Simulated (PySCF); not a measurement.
# BCl: one geometry, many levels of theory

Aim: at the PBE0 minimum of singlet BCl, found before, compare methods on energies and levels.

Computed with PySCF 2.14.0. Level: several methods, basis B def2-TZVP, Cl def2-TZVP, no relativity, density fitting.

**1. The starting structure**

2 atoms, charge 0, spin multiplicity 1.

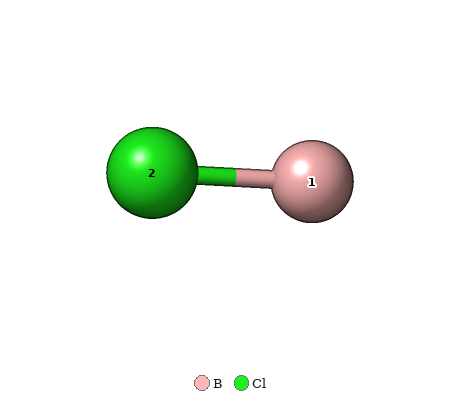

As it starts; boron pink, chlorine green; atoms are numbered from 1 in the order of the file.

Coordinates in bohr (charge 0 multiplicity 1):
```
B     0.0000    0.0000   -2.4690
Cl    0.0000    0.0000    0.7773
```

**2. CCSD(T)**

One driver script runs all steps and calls PySCF; scf.py shows the equivalent input of each level. Each SCF starts from the density of the minimum. The driver also runs the species with one electron less or more at the same geometry (one less: multiplicity 2, one more: multiplicity 2); their logs are not shown.

scf.py

```python
from pyscf import gto, scf, dft
mol = gto.M(atom='''
B      0.000000    -0.000000    -1.306532
Cl     0.000000     0.000000     0.411338''',
    basis={'B': 'def2-TZVP', 'Cl': 'def2-TZVP'},
    charge=0, spin=0)
mf = scf.RHF(mol)
aux = {'B': 'def2-universal-JKFIT', 'Cl': 'def2-universal-JKFIT'}
mf = mf.density_fit(auxbasis=aux)
mf.conv_tol = 1e-08
mf.diis_space = 10
mf.max_cycle = 60
mf.verbose = 4
mf.kernel()
from pyscf import cc
mycc = cc.CCSD(mf, frozen=6).run()
mycc.ccsd_t()
```

The run is started by

```
> OMP_NUM_THREADS=4 python axn.py task.json out
```

The log of the run:

```text
init E= -484.137644510713
  HOMO = -0.366818876869214  LUMO = 0.0675615368261369  gap/eV = 11.82009
cycle= 1 E= -484.147742132865  delta_E= -0.0101  |g|= 0.039  |ddm|= 0.185
  HOMO = -0.381656557802163  LUMO = 0.0589209561036176  gap/eV = 11.98872
cycle= 2 E= -484.148345330993  delta_E= -0.000603  |g|= 0.0121  |ddm|= 0.0697
  HOMO = -0.379269950862497  LUMO = 0.0614774962279818  gap/eV = 11.99335
cycle= 3 E= -484.148455942662  delta_E= -0.000111  |g|= 0.00653  |ddm|= 0.0242
  HOMO = -0.380234173660366  LUMO = 0.0610966791547011  gap/eV = 12.00922
cycle= 4 E= -484.148481049392  delta_E= -2.51e-05  |g|= 0.00196  |ddm|= 0.0126
  HOMO = -0.380192786875504  LUMO = 0.0611775135896674  gap/eV = 12.01030
cycle= 5 E= -484.148485346523  delta_E= -4.3e-06  |g|= 0.000477  |ddm|= 0.00592
  HOMO = -0.380131360618947  LUMO = 0.0611993279642874  gap/eV = 12.00922
cycle= 6 E= -484.148485515498  delta_E= -1.69e-07  |g|= 0.000157  |ddm|= 0.000884
  HOMO = -0.380135498024384  LUMO = 0.0611766432297232  gap/eV = 12.00872
cycle= 7 E= -484.148485534064  delta_E= -1.86e-08  |g|= 1.3e-05  |ddm|= 0.000408
  HOMO = -0.380137776428789  LUMO = 0.0611743043654866  gap/eV = 12.00871
cycle= 8 E= -484.148485534183  delta_E= -1.19e-10  |g|= 1.65e-06  |ddm|= 6.67e-05
  HOMO = -0.380137376718888  LUMO = 0.0611745269189557  gap/eV = 12.00871
Extra cycle  E= -484.148485534184  delta_E= -1.93e-12  |g|= 6.1e-07  |ddm|= 4.49e-06
converged SCF energy = -484.148485534184
CCSD nocc = 5, nmo = 62
Init t2, MP2 energy = -484.404986580649  E_corr(MP2) -0.256501046464393
RCCSD converged
E(RCCSD) = -484.4363157153333  E_corr = -0.2878301811487577
RCCSD(T) correction = -0.013718009331315
```

This level, with the species of one electron less or more, took 18 s on 4 threads of Arm Neoverse V2, shared host.

| Item | Value |
| --- | --- |
| energy | -484.450034 Eh |
| one electron less (charge +1) | -484.079151 Eh (doublet, ⟨S²⟩ 0.76) |
| one electron more (charge -1) | -484.428252 Eh (doublet, ⟨S²⟩ 0.77) |
| MP2 correlation in its own fitting basis (same spin, opposite spin) | -0.25651 Eh (-0.06011, -0.19640) |
| CCSD, (T) | -0.28783, -0.01372 Eh; T1 0.016, D1 0.031 |

**3. HF**

scf.py, as its differences from that of step 2:

```diff
@@ -15,3 +14,0 @@
-from pyscf import cc
-mycc = cc.CCSD(mf, frozen=6).run()
-mycc.ccsd_t()
```

The SCF cycles repeat those of step 2.

This level, with the species of one electron less or more, took under 0.5 s.

| Quantity | Value |
| --- | --- |
| energy | -484.148486 Eh |
| one electron less (charge +1) | -483.817700 Eh (doublet, ⟨S²⟩ 0.76) |
| one electron more (charge -1) | -484.116944 Eh (doublet, ⟨S²⟩ 0.77) |
| Mulliken charge of B1 | +0.07 e |

**4. PBE0**

scf.py, as its differences from that of step 3:

```diff
@@ -7 +7,2 @@
-mf = scf.RHF(mol)
+mf = dft.RKS(mol, xc='PBE0')
+mf.grids.atom_grid = (75, 302)
```

The log of the run:

```text
init E= -484.81147813002
  HOMO = -0.274149520862146  LUMO = -0.0698039385693207  gap/eV = 5.56053
cycle= 1 E= -484.81147813002  delta_E= -7.96e-13  |g|= 3.93e-07  |ddm|= 6.63e-07
  HOMO = -0.274149538651198  LUMO = -0.0698039314066782  gap/eV = 5.56053
Extra cycle  E= -484.811478130019  delta_E= 1.25e-12  |g|= 4.5e-07  |ddm|= 6.94e-07
converged SCF energy = -484.811478130019
```

This level, with the species of one electron less or more, took under 0.5 s.

```
energy                        : -484.811478 Eh
one electron less (charge +1) : -484.446708 Eh (doublet, ⟨S²⟩ 0.76)
one electron more (charge -1) : -484.802187 Eh (doublet, ⟨S²⟩ 0.76)
Mulliken charge of B1         : -0.00 e
```

**5. PBE**

scf.py, as its differences from that of step 4:

```diff
@@ -7 +7 @@
-mf = dft.RKS(mol, xc='PBE0')
+mf = dft.RKS(mol, xc='PBE')
```

The log of the run:

```text
init E= -484.770319899141
  HOMO = -0.23124969877987  LUMO = -0.109234410846045  gap/eV = 3.32021
cycle= 1 E= -484.771377529954  delta_E= -0.00106  |g|= 0.0368  |ddm|= 0.117
  HOMO = -0.22348817779865  LUMO = -0.102755043456494  gap/eV = 3.28532
cycle= 2 E= -484.769725147728  delta_E= 0.00165  |g|= 0.0815  |ddm|= 0.103
  HOMO = -0.229065249501833  LUMO = -0.106889136999189  gap/eV = 3.32458
cycle= 3 E= -484.771800058142  delta_E= -0.00207  |g|= 0.00239  |ddm|= 0.0715
  HOMO = -0.229311876335238  LUMO = -0.107226615888564  gap/eV = 3.32211
cycle= 4 E= -484.771801366799  delta_E= -1.31e-06  |g|= 0.000464  |ddm|= 0.00244
  HOMO = -0.229275989997856  LUMO = -0.107229077869039  gap/eV = 3.32107
cycle= 5 E= -484.771801420182  delta_E= -5.34e-08  |g|= 0.000181  |ddm|= 0.000636
  HOMO = -0.229256878096027  LUMO = -0.107204310672604  gap/eV = 3.32122
cycle= 6 E= -484.771801428992  delta_E= -8.81e-09  |g|= 1.81e-05  |ddm|= 0.000165
  HOMO = -0.22926645745304  LUMO = -0.107210370768768  gap/eV = 3.32132
Extra cycle  E= -484.771801428815  delta_E= 1.77e-10  |g|= 2.83e-05  |ddm|= 7.07e-05
converged SCF energy = -484.771801428815
```

This level, with the species of one electron less or more, took 1 s.

| Property | Result |
| --- | --- |
| energy | -484.771801 Eh |
| one electron less (charge +1) | -484.409328 Eh (doublet, ⟨S²⟩ 0.76) |
| one electron more (charge -1) | -484.761200 Eh (doublet, ⟨S²⟩ 0.75) |
| Mulliken charge of B1 | -0.03 e |

**6. B3LYP**

scf.py, as its differences from that of step 5:

```diff
@@ -7 +7 @@
-mf = dft.RKS(mol, xc='PBE')
+mf = dft.RKS(mol, xc='B3LYP')
```

The log of the run:

```text
init E= -485.020226829096
  HOMO = -0.267228873622056  LUMO = -0.077569735837067  gap/eV = 5.16089
cycle= 1 E= -485.021021024105  delta_E= -0.000794  |g|= 0.00852  |ddm|= 0.111
  HOMO = -0.265930741743677  LUMO = -0.0772719140603393  gap/eV = 5.13367
cycle= 2 E= -485.021030397063  delta_E= -9.37e-06  |g|= 0.00389  |ddm|= 0.0161
  HOMO = -0.266958005639147  LUMO = -0.0780555898215717  gap/eV = 5.14030
cycle= 3 E= -485.021032517324  delta_E= -2.12e-06  |g|= 0.000247  |ddm|= 0.00435
  HOMO = -0.266919628169564  LUMO = -0.0780047174405188  gap/eV = 5.14064
cycle= 4 E= -485.021032520423  delta_E= -3.1e-09  |g|= 0.000238  |ddm|= 0.000428
  HOMO = -0.266951667489273  LUMO = -0.0780331462084351  gap/eV = 5.14073
cycle= 5 E= -485.021032536235  delta_E= -1.58e-08  |g|= 5.66e-05  |ddm|= 0.000205
  HOMO = -0.266947084726386  LUMO = -0.0780317097622941  gap/eV = 5.14065
cycle= 6 E= -485.021032537146  delta_E= -9.11e-10  |g|= 8.5e-06  |ddm|= 6.04e-05
  HOMO = -0.266949543071583  LUMO = -0.0780340015237504  gap/eV = 5.14065
Extra cycle  E= -485.021032537125  delta_E= 2.03e-11  |g|= 1.21e-05  |ddm|= 2.01e-05
converged SCF energy = -485.021032537125
```

This level, with the species of one electron less or more, took 0.9 s on 4 threads of Arm Neoverse V2, shared host.

```
energy                        : -485.021033 Eh
one electron less (charge +1) : -484.651581 Eh (doublet, ⟨S²⟩ 0.76)
one electron more (charge -1) : -485.010984 Eh (doublet, ⟨S²⟩ 0.75)
Mulliken charge of B1         : -0.01 e
```

**7. r2SCAN**

scf.py, as its differences from that of step 6:

```diff
@@ -7,2 +7,2 @@
-mf = dft.RKS(mol, xc='B3LYP')
-mf.grids.atom_grid = (75, 302)
+mf = dft.RKS(mol, xc='R2SCAN')
+mf.grids.atom_grid = (90, 434)
```

The log of the run:

```text
init E= -484.949778250307
  HOMO = -0.238889137913119  LUMO = -0.0984058479059628  gap/eV = 3.82275
cycle= 1 E= -484.950224386146  delta_E= -0.000446  |g|= 0.0126  |ddm|= 0.0815
  HOMO = -0.23700429585551  LUMO = -0.0978260104691563  gap/eV = 3.78723
cycle= 2 E= -484.950108113723  delta_E= 0.000116  |g|= 0.023  |ddm|= 0.0334
  HOMO = -0.238495219092723  LUMO = -0.0987281772473367  gap/eV = 3.80325
cycle= 3 E= -484.95027438217  delta_E= -0.000166  |g|= 0.002  |ddm|= 0.0205
  HOMO = -0.238268064781717  LUMO = -0.0984289004533594  gap/eV = 3.80522
cycle= 4 E= -484.950275121407  delta_E= -7.39e-07  |g|= 0.000891  |ddm|= 0.002
  HOMO = -0.238334492312337  LUMO = -0.098504387837152  gap/eV = 3.80497
cycle= 5 E= -484.950275322949  delta_E= -2.02e-07  |g|= 7.55e-05  |ddm|= 0.000643
  HOMO = -0.238322294044288  LUMO = -0.0984945930024928  gap/eV = 3.80491
cycle= 6 E= -484.950275324737  delta_E= -1.79e-09  |g|= 6.76e-06  |ddm|= 7.7e-05
  HOMO = -0.238325875420987  LUMO = -0.0984973544578589  gap/eV = 3.80493
Extra cycle  E= -484.950275324696  delta_E= 4.05e-11  |g|= 1.32e-05  |ddm|= 2.33e-05
converged SCF energy = -484.950275324696
```

This level, with the species of one electron less or more, took 2.1 s.

| Property | Result |
| --- | --- |
| energy | -484.950275 Eh |
| one electron less (charge +1) | -484.591872 Eh (doublet, ⟨S²⟩ 0.76) |
| one electron more (charge -1) | -484.942980 Eh (doublet, ⟨S²⟩ 0.76) |
| Mulliken charge of B1 | -0.00 e |

**8. wB97X**

scf.py, as its differences from that of step 7:

```diff
@@ -7,2 +7,2 @@
-mf = dft.RKS(mol, xc='R2SCAN')
-mf.grids.atom_grid = (90, 434)
+mf = dft.RKS(mol, xc='WB97X')
+mf.grids.atom_grid = (75, 302)
```

The log of the run, shortened:

```text
[... the frontier levels of the middle cycles are left out ...]
init E= -484.99102293853
  HOMO = -0.361367233912443  LUMO = 0.016010443613764  gap/eV = 10.26897
cycle= 1 E= -484.99179458204  delta_E= -0.000772  |g|= 0.0157  |ddm|= 0.0909
  HOMO = -0.365578950147967  LUMO = 0.0131651558741165  gap/eV = 10.30615
cycle= 2 E= -484.99186733371  delta_E= -7.28e-05  |g|= 0.0108  |ddm|= 0.0402
  HOMO = -0.364409739251389  LUMO = 0.0139727613677449  gap/eV = 10.29631
cycle= 3 E= -484.991896902872  delta_E= -2.96e-05  |g|= 0.00236  |ddm|= 0.00911
cycle= 4 E= -484.991901420298  delta_E= -4.52e-06  |g|= 0.000485  |ddm|= 0.0092
cycle= 5 E= -484.991901618782  delta_E= -1.98e-07  |g|= 0.000124  |ddm|= 0.00169
cycle= 6 E= -484.991901629536  delta_E= -1.08e-08  |g|= 3.52e-05  |ddm|= 0.000377
cycle= 7 E= -484.991901630046  delta_E= -5.1e-10  |g|= 7.21e-06  |ddm|= 7.19e-05
  HOMO = -0.364658481501305  LUMO = 0.013841589233815  gap/eV = 10.29951
Extra cycle  E= -484.99190163007  delta_E= -2.39e-11  |g|= 4.42e-06  |ddm|= 2.18e-05
converged SCF energy = -484.99190163007
```

This level, with the species of one electron less or more, took 1.1 s.

| Property | Result |
| --- | --- |
| energy | -484.991902 Eh |
| one electron less (charge +1) | -484.622063 Eh (doublet, ⟨S²⟩ 0.76) |
| one electron more (charge -1) | -484.980498 Eh (doublet, ⟨S²⟩ 0.76) |
| Mulliken charge of B1 | -0.00 e |

**9. Comparison of the levels**

| level | atomisation energy (kJ/mol) | vertical ionisation energy (eV) | vertical electron affinity (eV) | −ε(HOMO) (eV) | gap (eV) | dipole (D) | wall time |
| --- | --- | --- | --- | --- | --- | --- | --- |
| CCSD(T) | 498 | 10.09 | -0.59 | – | – | – | 18 s |
| HF | 366 | 9.00 | -0.86 | 10.34 | 12.01 | 1.47 | under 0.5 s |
| PBE0 | 514 | 9.93 | -0.25 | 7.46 | 5.56 | 1.64 | under 0.5 s |
| PBE | 534 | 9.86 | -0.29 | 6.24 | 3.32 | 1.74 | 1 s |
| B3LYP | 499 | 10.05 | -0.27 | 7.26 | 5.14 | 1.65 | 0.9 s |
| r2SCAN | 516 | 9.75 | -0.20 | 6.49 | 3.80 | 1.73 | 2.1 s |
| wB97X | 508 | 10.06 | -0.31 | 9.92 | 10.30 | 1.61 | 1.1 s |

Times are for 4 threads of Arm Neoverse V2, shared host; PBE0 starts from its own converged density, so its time is not comparable. A dash stands where a species or a free atom was not run at that level, or the quantity is not defined.

Atomisation goes to high-spin atoms in their ground configurations, run at the same level, without zero-point energy.

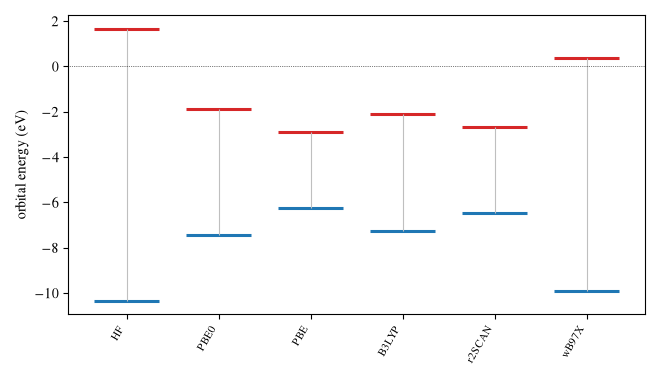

Highest occupied (blue) and lowest empty (red) levels by method.

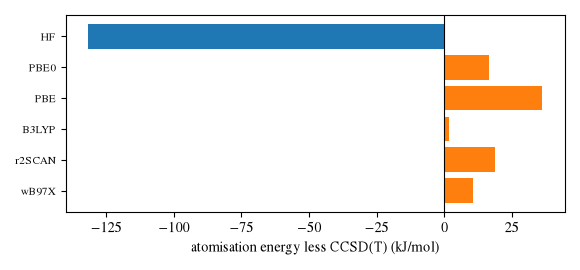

Deviation of the atomisation energy from CCSD(T).

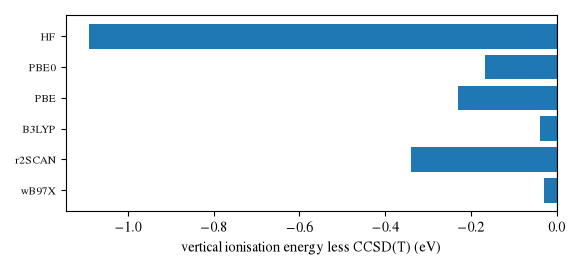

Deviation of the vertical ionisation energy from CCSD(T).

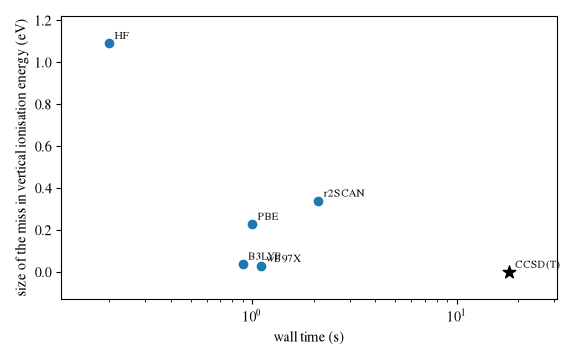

Cost against accuracy: time of each level and its distance from CCSD(T) in the vertical ionisation energy.

**10. Results**

```
                                 quantity                        value
atomisation energy, CCSD(T) in this basis                   498 kJ/mol
      vertical ionisation energy, CCSD(T)                     10.09 eV
               vertical electron affinity       negative in this basis
                       orbital gap, range  3.32 (PBE) to 12.01 (HF) eV
                                   T1, D1                 0.016, 0.031
                     T1, D1 of the cation                 0.024, 0.048
                      T1, D1 of the anion                 0.016, 0.047
```

In words: The functionals' atomisation energies stand +2 kJ/mol (B3LYP) to +36 kJ/mol (PBE) from CCSD(T); much of that can be the slow basis convergence of CCSD(T), which binds tens of kJ/mol more at its limit, so it ranks no functional. HF lacks the correlation that pairing electrons in bonds brings, so it binds too weakly, by 132 kJ/mol even against this CCSD(T). For the vertical ionisation energy, wB97X comes nearest to CCSD(T) (-0.03 eV) and HF is farthest (-1.09 eV). CCSD(T) took 18 s, about 16 times as long as wB97X (1.1 s), which misses it by 0.03 eV. A negative electron affinity (at CCSD(T)) reflects the basis more than the molecule, so no ranking is made on it; without diffuse functions even a bound anion can come out this way. The PBE orbital energy is a poor guide to ionisation (6.2 eV, 3.9 eV too small); the difference of PBE energies gives 9.9 eV.
